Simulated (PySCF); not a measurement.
# C$_{4}$H$_{12}$N$_{2}$Si$_{2}$: what the fields show

The calculation's input:

```
{"job": {"kind": "nmr", "xc": "PBE0", "basis": "pcSseg-1"}, "charge": 0, "multiplicity": 1}
C     -0.479869     0.016993    -1.494347
C     -0.218164     0.150209     0.007772
Si    -1.439852     1.420020     0.750161
C     -0.420923    -1.226016     0.670749
C     -1.743721    -1.745650     0.459381
N     -2.797013    -2.153472     0.274067
Si     1.590422     0.691837     0.323777
N      2.590682    -0.563240    -0.310249
H      0.168242    -0.737542    -1.943525
H     -0.301971     0.963285    -2.002790
H     -1.511375    -0.279563    -1.688545
H     -1.218685     1.486496     2.196108
H     -1.175214     2.726690     0.147015
H     -2.815811     1.019478     0.468306
H     -0.249032    -1.157824     1.748821
H      0.292570    -1.949574     0.261002
H      1.789090     2.025391    -0.260286
H      1.889217     0.699436     1.755875
H      3.573769    -0.538613    -0.093191
H      2.472491    -0.837661    -1.273134
```

Launched as:

```sh
OMP_NUM_THREADS=1 python probes_run.py task.json out
```

Geometry: GFN2-xTB.

Computed with PySCF 2.14.0, PBE0/pcSseg-1, SCF density, gas phase, non-relativistic.

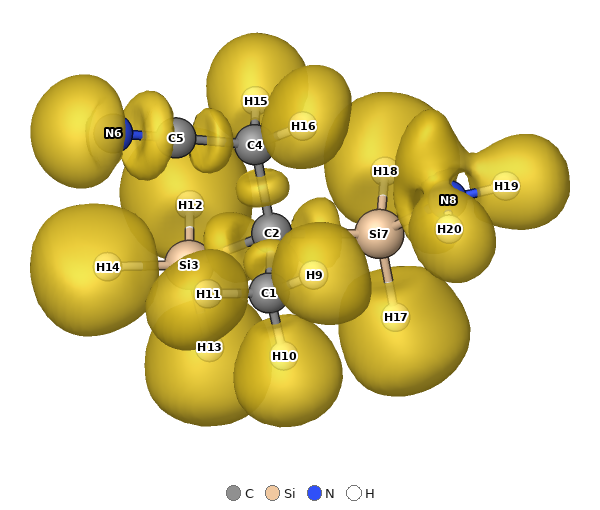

Figure 1. Isosurface of the ELF at 0.8 (yellow), seen at an oblique angle. Only the valence region is drawn (cores and ρ < 0.01 e/Å³ removed).

**What do the ELF domains correspond to?**

The ELF exceeds this value in three regions between bonded C–C atoms (shared pairs), one region between bonded C–N atoms (shared pairs), two regions between bonded C–Si atoms (shared pairs), ten regions around hydrogen nuclei, one lobe on N, pointing away from the bonds (lone pairs) and one joined region spread over several atoms (H, N), in which their bonds and any lone pairs are merged. Along the contacts the grid gives the following. C–N (1.14 Å): the ELF peaks at about 0.85 between the atoms; a short, multiple covalent bond. C–C (1.44 Å): the ELF peaks at about 0.95 between the atoms, as expected for localised, covalent bonding.

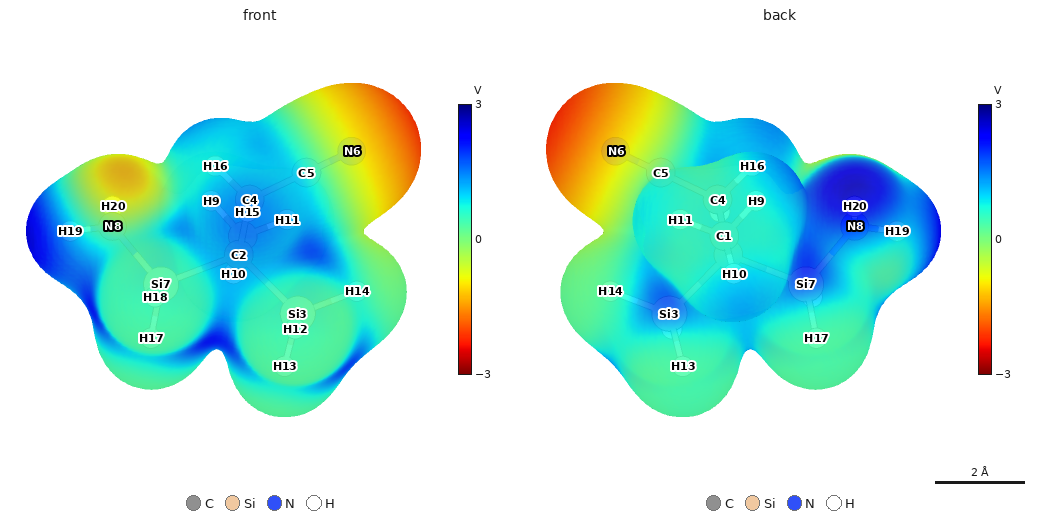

Figure 2. The electrostatic potential painted on the density surface at 0.004 e/bohr³, seen from the front and from behind; red is negative and blue positive.

**Which sites attract a positive test charge, and which a negative one?**

A positive charge is drawn to the negative regions and a negative charge to the positive ones. The most negative region (about −2.2 V) lies over N6, the most positive (about +2.4 V) over H19 and H20. N6 is the likeliest acceptor of a hydrogen bond.

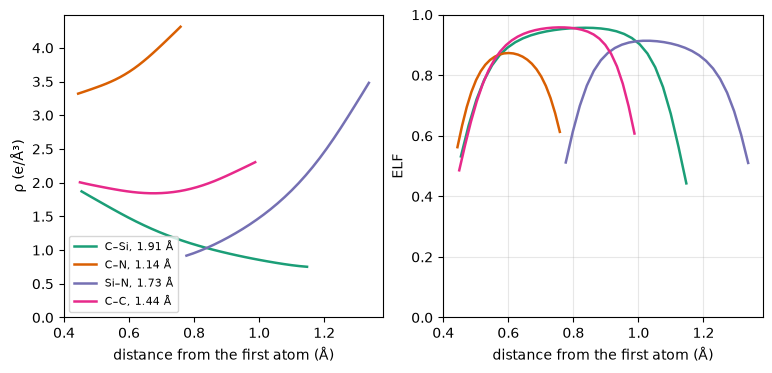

Figure 3. Total electron density and electron localisation function along straight lines between neighbouring atoms. The curves leave out the atomic cores.

**What kind of bonding do the profiles show?**

C–Si (1.91 Å): ρ is about 0.9 e/Å³ halfway; the ELF peaks at about 0.95 between the atoms; a shared electron pair.
C–N (1.14 Å): ρ at the midpoint is about 3.6 e/Å³; the ELF peaks at about 0.85 between the atoms: a multiple bond.
Si–N (1.73 Å): the density is about 1.1 e/Å³ at the midpoint; the ELF peaks at about 0.90 between the atoms (a shared but strongly polarised pair).
C–C (1.44 Å): the density is about 1.9 e/Å³ at the midpoint; the ELF peaks at about 0.95 between the atoms; a covalent bond.
